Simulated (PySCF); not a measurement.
Vertical excitations of a molecule C₄H₇F from TDA-PBE/def2-SVPD run with PySCF, as energy in eV (oscillator strength): 6.18 (0.036), 6.80 (0.058), 7.06 (0.016), 7.40 (0.025), 7.57 (0.143), 7.71 (0.127), 7.83 (0.061), 8.07 (0.077), 8.36 (0.019), 8.38 (0.006). Lowest triplet (TDA): 4.47 eV. Geometry optimised at B3LYP-D3(BJ)/def2-SVP. Other conformers were not sampled.

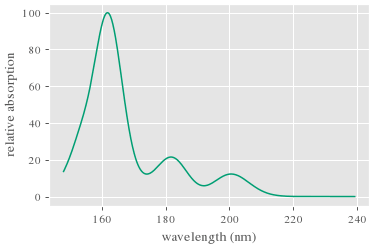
Figure: The lines broadened by 0.4 eV.

### Question
Which molecule gave these data?
A) CC(C)=CF
B) CC/C=C\F
C) C=C(F)CC
D) FC1CCC1

### Answer
B, CC/C=C\F
